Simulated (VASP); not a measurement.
Band structure of CdSe (space group P6_3mc). Computed with PBE GGA, VASP's PBE PAW potentials (set 64) (plane waves; VASP).

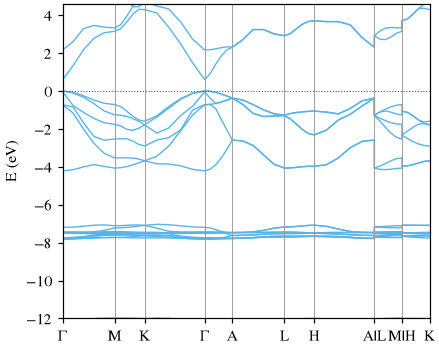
Figure: Bands along high-symmetry lines, zero at the valence-band maximum or, without a gap, the Fermi level

Question: Read the plot: is there a gap, and where are the band edges?

Answer: The gap is direct, 0.59 eV, from the valence maximum at Γ to the conduction minimum at Γ.

The structure comes from a computed database's CdSe entry (P6_3mc); how it stands against other phases isn't given here. The cell was not relaxed at this level.
